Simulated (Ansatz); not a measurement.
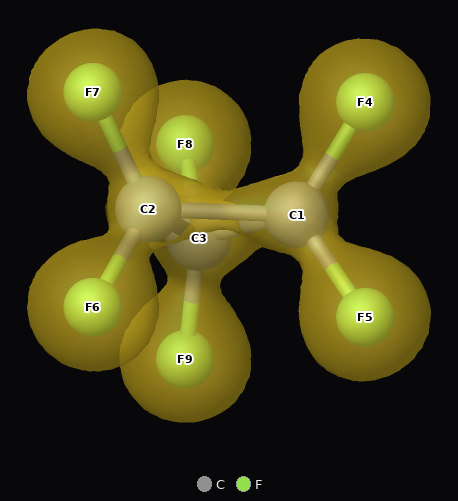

Figure 1: C₃F₆ (SMILES FC1(F)C(F)(F)C1(F)F). Isosurface of the electron density at 1.5 e/Å³ (yellow), seen from one side.

Geometry: PBE0-D4/def2-SVP.

Theory: isolated molecule in a Gaussian basis; Kohn-Sham density functional theory, functional PBE0 in Ansatz 0.2.0.

```
atom    x (Å)    y (Å)    z (Å)
   C  -2.5324  -1.5526   0.6956
   C  -1.2439  -1.2849  -0.0596
   C  -1.4012  -0.7981   1.3688
   F  -3.6206  -0.8854   0.3485
   F  -2.7914  -2.7889   1.0884
   F  -0.4269  -2.2977  -0.2974
   F  -1.2560  -0.3942  -1.0375
   F  -1.5448   0.4992   1.5836
   F  -0.7155  -1.4041   2.3240
```

Which contacts does the surface bridge?

Answer. At this value the surface is in one piece. It bridges the sampled C–F (1.32 Å) and C–C (1.52 Å) contacts, where the density stays above the isovalue. On the grid the lowest density along these lines, outside the cores, is 1.9 e/Å³ (C–F, 1.32 Å) and 1.7 e/Å³ (C–C, 1.52 Å).
